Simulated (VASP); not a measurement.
Band structure of AgBr (rock salt). Method: PBE GGA, VASP's PBE PAW potentials (set 64) (plane waves; VASP).

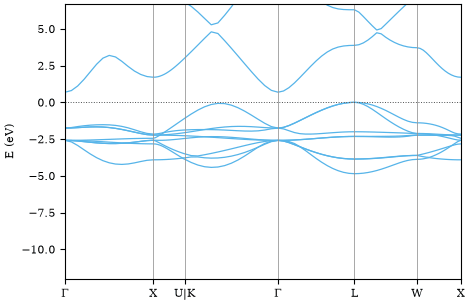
Fig. 1. Bands along high-symmetry lines, zero at the valence-band maximum or, without a gap, the Fermi level

Problem. Read the plot: is there a gap, and where are the band edges?

Solution. The gap is indirect, 0.69 eV, from the valence maximum at L to the conduction minimum at Γ. (Edges off the drawn lines would not show.)

The compound is AgBr in the rock salt structure. It was relaxed first.
